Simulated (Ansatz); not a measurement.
# Molecular dynamics, with input and output: SiH4OF2 (part 3 of 3)

SiH4OF2; RKS B3LYP/6-31G* (Ansatz 0.2.0). It belongs to a series of runs on one base structure; here: dynamics from the highest image of the converged band.

Geometry of the input (Å):
```
Si -0.2586  0.0900  -0.1542
F  -0.1707  0.6578  1.6990
F  1.1096  -0.7114  0.1498
H  -0.1753  1.5078  -0.5537
H  -0.6884  -0.6611  -1.3760
O  -1.8162  -0.3322  0.7216
H  -2.1067  -1.2573  0.6748
H  -1.2220  0.0765  1.6386
```

What the program printed, continued:
```
md step   199: t =    99.50 fs  T =   704.4 K  F+E_penalty+E_count = -15425.55650918 eV  E_kin = 0.546335 eV  conserved = -15425.01017429 eV  (26 SCF iters)
these checks for a lower state are left out or cut short: starts, cluster_reference, orbital_swaps, neighbouring_geometries, increment
721 factors; integrals over basis functions are off by at most 5.8e-4 eV
mean field -15425.56520184 eV, -566.8790653441 hartree, gradient 6.2e-5 eV, S^2 0.000000; 0 other end points of the search recorded, 0 dependent functions left out
the calculation of the forces begins
reference -15425.56540976 eV, -566.8790729848 hartree; 22, 22 occupied and 50, 50 virtual orbitals, 721 factors
721 factors; integrals over basis functions are off by at most 5.8e-4 eV
mean field evaluation 1248: about -15409.9521 eV, gradient 9.7e1 eV
mean field -15425.56520184 eV, -566.8790653441 hartree, gradient 6.2e-5 eV, S^2 0.000000; 1 other end points of the search recorded, 0 dependent functions left out
the calculation of the forces begins
reference -15425.56540976 eV, -566.8790729848 hartree; 22, 22 occupied and 50, 50 virtual orbitals, 721 factors
md step   200: t =   100.00 fs  T =   715.2 K  F+E_penalty+E_count = -15425.56520184 eV  E_kin = 0.554669 eV  conserved = -15425.01053253 eV  (26 SCF iters)
```

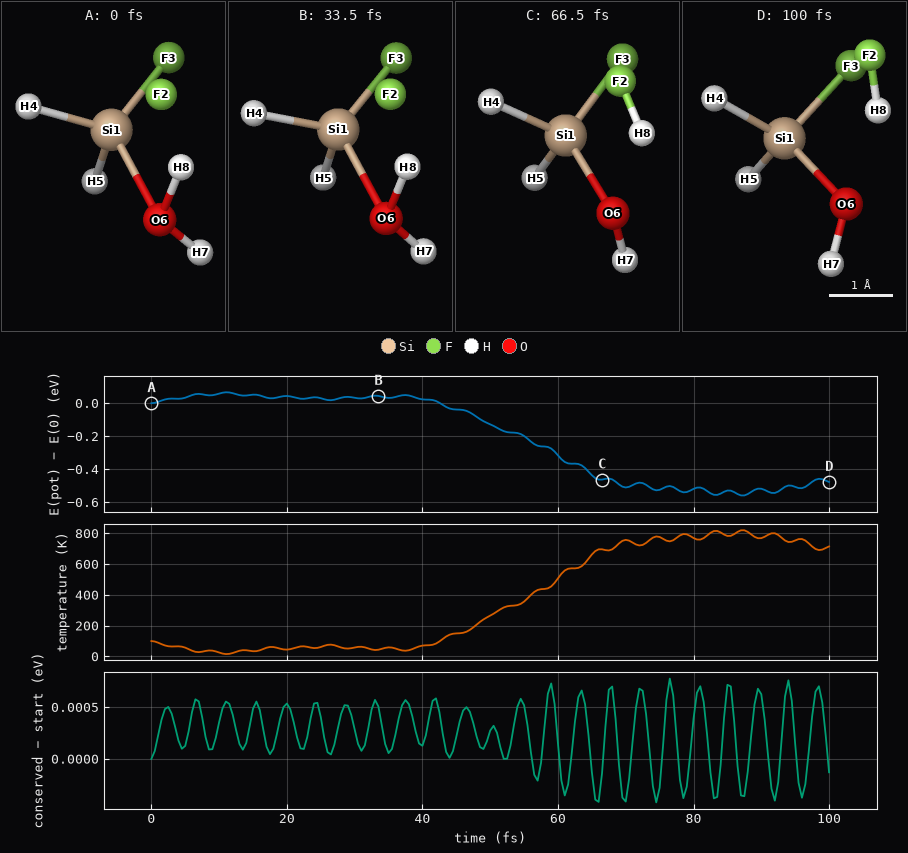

Fig. 1: Frames of the molecular dynamics (ball-and-stick, seen at a tilt) above the curves, on which the letters mark them. The trajectory kept here has 201 frames over 100 fs. The temperature starts at 100 K, ranges from 15 to 820 K and averages 662 K over the second half. The potential energy ends 0.477 eV below its first value. The conserved quantity stays within 0.0012 eV. After an unweighted best fit of the last frame on the first, the root-mean-square displacement is 0.57 Å.

```
Total energy: -15425.56540976 eV, -566.8790729848 hartree
Atom 0 at    -0.376510    -0.073318    -0.556729 Å, force    -0.099693    -0.152413     0.528616 eV/Å
Atom 1 at     0.021718     0.990449     2.448541 Å, force    -0.502097    -0.335575    -0.294800 eV/Å
Atom 2 at     0.895074    -0.691387     0.197929 Å, force     0.064897    -0.127385    -0.378017 eV/Å
Atom 3 at    -0.129247     1.375731    -0.697149 Å, force    -0.222084     0.084629     0.114730 eV/Å
Atom 4 at    -0.588184    -0.621705    -1.929166 Å, force    -0.045939    -0.205483     0.259346 eV/Å
Atom 5 at    -1.600588    -0.522550     0.524001 Å, force    -0.329735     0.434197    -0.706134 eV/Å
Atom 6 at    -2.532854    -0.580446     0.209092 Å, force     0.871676     0.099239     0.242706 eV/Å
Atom 7 at    -0.664165     0.420088     2.119381 Å, force     0.262976     0.202791     0.233553 eV/Å
Dipole moment:    -0.711924    -0.115751    -0.560994 e Å
```

Trajectory as extended XYZ (Å, eV, eV/Å), 12 of the 201 frames kept, from step=0 to step=200:
```
8
Properties=species:S:1:pos:R:3:forces:R:3 step=0 time_fs=0.0 energy=-15425.08796 temperature=100.0
Si   -0.2586    0.0900   -0.1542    0.0008   0.0041   0.0011
F    -0.1707    0.6578    1.6990   -0.0005   0.0000  -0.0031
F     1.1096   -0.7114    0.1498   -0.0006  -0.0027   0.0020
H    -0.1753    1.5078   -0.5537    0.0003   0.0016   0.0011
H    -0.6884   -0.6611   -1.3760   -0.0014  -0.0008   0.0000
O    -1.8162   -0.3322    0.7216   -0.0036  -0.0019  -0.0034
H    -2.1067   -1.2573    0.6748    0.0018  -0.0007   0.0011
H    -1.2220    0.0765    1.6386    0.0032   0.0004   0.0013
8
Properties=species:S:1:pos:R:3:forces:R:3 step=18 time_fs=9.0 energy=-15425.03963 temperature=37.8
Si   -0.2608    0.0857   -0.1601    0.2862   0.3599   0.0066
F    -0.1639    0.6550    1.6946   -0.2857  -0.0437  -0.0217
F     1.1173   -0.7032    0.1592   -0.3406  -0.2202  -0.2073
H    -0.0562    1.4887   -0.5704   -0.1859   0.0963   0.1157
H    -0.7278   -0.5514   -1.4372    0.0671  -0.2755   0.2296
O    -1.8347   -0.3368    0.7313    0.3462  -0.0110  -0.2838
H    -2.1093   -1.2699    0.6707    0.0271   0.1661   0.0944
H    -1.2195    0.0919    1.6389    0.0856  -0.0720   0.0663
8
Properties=species:S:1:pos:R:3:forces:R:3 step=36 time_fs=18.0 energy=-15425.05774 temperature=61.2
Si   -0.2567    0.0904   -0.1647   -0.1103   0.0596   0.2527
F    -0.1667    0.6506    1.6909   -0.0291   0.0195   0.2793
F     1.1131   -0.7030    0.1611   -0.1282  -0.1621  -0.1486
H    -0.0707    1.5150   -0.5196   -0.1958  -0.0810  -0.0934
H    -0.7238   -0.6284   -1.3825    0.0819  -0.0525  -0.1034
O    -1.8351   -0.3356    0.7312    0.3698  -0.2066   0.0348
H    -2.1208   -1.2702    0.7071    0.1237   0.3204  -0.1140
H    -1.1731    0.0720    1.6596   -0.1122   0.1028  -0.1073
8
Properties=species:S:1:pos:R:3:forces:R:3 step=55 time_fs=27.5 energy=-15425.06110 temperature=65.7
Si   -0.2561    0.0946   -0.1637   -0.4349  -0.5309   0.1242
F    -0.1709    0.6479    1.6977    0.2550   0.2855   0.1980
F     1.1037   -0.7092    0.1571    0.2170   0.0882   0.0385
H    -0.2241    1.5186   -0.5372    0.0766  -0.0038  -0.1048
H    -0.6544   -0.7280   -1.3532   -0.0558   0.2320  -0.0702
O    -1.8137   -0.3285    0.7290   -0.2887  -0.7275  -0.4272
H    -2.1149   -1.2672    0.6715    0.2826   0.7717   0.0711
H    -1.1955    0.1031    1.6388   -0.0518  -0.1153   0.1705
8
Properties=species:S:1:pos:R:3:forces:R:3 step=73 time_fs=36.5 energy=-15425.04464 temperature=44.6
Si   -0.2663    0.0874   -0.1589   -0.1322  -0.1922  -0.2534
F    -0.1675    0.6547    1.7127   -0.0152   0.1176   0.0756
F     1.1020   -0.7120    0.1542    0.0833   0.2022   0.0828
H    -0.3181    1.4925   -0.6088    0.2699   0.0547   0.2092
H    -0.6306   -0.6880   -1.3895   -0.1221  -0.0163   0.0422
O    -1.7933   -0.3212    0.7132   -0.6190  -1.1213  -0.0982
H    -2.0961   -1.2618    0.6412    0.2481   0.8841   0.1033
H    -1.2156    0.0929    1.6638    0.2872   0.0710  -0.1613
8
Properties=species:S:1:pos:R:3:forces:R:3 step=91 time_fs=45.5 energy=-15425.12695 temperature=150.7
Si   -0.2808    0.0736   -0.1628   -0.2553  -0.3656  -1.1419
F    -0.1631    0.6670    1.7326    0.5981   0.4462   0.6474
F     1.1031   -0.7069    0.1546   -0.2134   0.1754   0.1050
H    -0.2280    1.5010   -0.5453    0.1163  -0.0488   0.1762
H    -0.6813   -0.6448   -1.4086    0.0998  -0.0599  -0.1048
O    -1.7859   -0.3243    0.6923   -0.3230  -1.1728  -0.1121
H    -2.1058   -1.2601    0.6282    0.3419   0.9765  -0.1062
H    -1.0623    0.1480    1.6901   -0.3644   0.0491   0.5365
8
Properties=species:S:1:pos:R:3:forces:R:3 step=109 time_fs=54.5 energy=-15425.27475 temperature=341.6
Si   -0.3016    0.0503   -0.1921   -0.2266  -0.4532  -0.4376
F    -0.1414    0.6940    1.7789   -0.5142   0.0643   1.3591
F     1.0958   -0.6957    0.1589   -0.3809  -0.0844   0.0562
H    -0.0702    1.4908   -0.3870   -0.2693   0.0172  -0.2867
H    -0.6741   -0.6270   -1.4772    0.0977   0.1327   0.0082
O    -1.7766   -0.3376    0.6719    0.0277  -1.1624  -0.3568
H    -2.1328   -1.2479    0.4907    0.3629   1.1463   0.0386
H    -1.0389    0.2660    1.9260    0.9027   0.3396  -0.3810
8
Properties=species:S:1:pos:R:3:forces:R:3 step=127 time_fs=63.5 energy=-15425.46474 temperature=586.7
Si   -0.3286    0.0170   -0.2359    0.2889   0.3170  -0.2592
F    -0.1069    0.7389    1.8717   -1.0069  -0.1208   1.1937
F     1.0733   -0.6872    0.1660   -0.4179  -0.1998   0.0394
H    -0.0922    1.4655   -0.3906   -0.2365  -0.0267  -0.1106
H    -0.6123   -0.5553   -1.5777   -0.1294  -0.1648  -0.0516
O    -1.7448   -0.3589    0.6409   -0.1479  -1.2539  -0.8658
H    -2.2037   -1.1474    0.2374    0.4607   1.0758   0.5711
H    -0.9855    0.3778    2.1146    1.1890   0.3732  -0.5169
8
Properties=species:S:1:pos:R:3:forces:R:3 step=145 time_fs=72.5 energy=-15425.57198 temperature=724.9
Si   -0.3500   -0.0112   -0.2919    0.5257   0.4655  -1.0608
F    -0.0648    0.7987    2.0001   -1.2714  -0.4143   0.6169
F     1.0343   -0.6855    0.1750   -0.2237  -0.0441   0.0031
H    -0.2612    1.4472   -0.4733    0.2305   0.0481   0.1237
H    -0.6144   -0.5699   -1.6581   -0.0081  -0.1482   0.1655
O    -1.6949   -0.3957    0.5924   -1.2587  -1.0088  -0.3047
H    -2.3350   -0.9400    0.0560    0.8108   0.6234   0.8541
H    -0.9371    0.4156    2.1982    1.1950   0.4784  -0.3977
8
Properties=species:S:1:pos:R:3:forces:R:3 step=164 time_fs=82.0 energy=-15425.61963 temperature=785.8
Si   -0.3596   -0.0283   -0.3781    0.0291  -0.0718  -0.5061
F    -0.0240    0.8669    2.1521   -0.9996  -0.4210   0.1628
F     0.9839   -0.6859    0.1851    0.0936   0.0045   0.0019
H    -0.2787    1.4399   -0.4886    0.2331  -0.0192  -0.0943
H    -0.6308   -0.6952   -1.6817    0.0902   0.1727  -0.1352
O    -1.6607   -0.4508    0.5544   -1.2106  -0.2559   0.0657
H    -2.4555   -0.7441    0.0395    0.9656   0.2130   0.6482
H    -0.8764    0.4245    2.2033    0.7986   0.3777  -0.1431
8
Properties=species:S:1:pos:R:3:forces:R:3 step=182 time_fs=91.0 energy=-15425.62365 temperature=790.7
Si   -0.3669   -0.0457   -0.4733   -0.0663  -0.3660   0.5290
F     0.0050    0.9306    2.3011   -0.8148  -0.4181  -0.1295
F     0.9384   -0.6866    0.1944    0.0519  -0.1102  -0.1309
H    -0.1392    1.4140   -0.5562   -0.2110  -0.0525  -0.1222
H    -0.5948   -0.7042   -1.7816   -0.0577   0.1302  -0.1262
O    -1.6409   -0.4988    0.5429   -0.4066   0.3741  -0.5876
H    -2.5168   -0.6468    0.1076    0.9366   0.1195   0.4639
H    -0.7920    0.4219    2.1524    0.5680   0.3231   0.1035
8
Properties=species:S:1:pos:R:3:forces:R:3 step=200 time_fs=100.0 energy=-15425.56520 temperature=715.2
Si   -0.3765   -0.0733   -0.5567   -0.0997  -0.1524   0.5286
F     0.0217    0.9904    2.4485   -0.5021  -0.3356  -0.2948
F     0.8951   -0.6914    0.1979    0.0649  -0.1274  -0.3780
H    -0.1292    1.3757   -0.6971   -0.2221   0.0846   0.1147
H    -0.5882   -0.6217   -1.9292   -0.0459  -0.2055   0.2593
O    -1.6006   -0.5226    0.5240   -0.3297   0.4342  -0.7061
H    -2.5329   -0.5804    0.2091    0.8717   0.0992   0.2427
H    -0.6642    0.4201    2.1194    0.2630   0.2028   0.2336
```
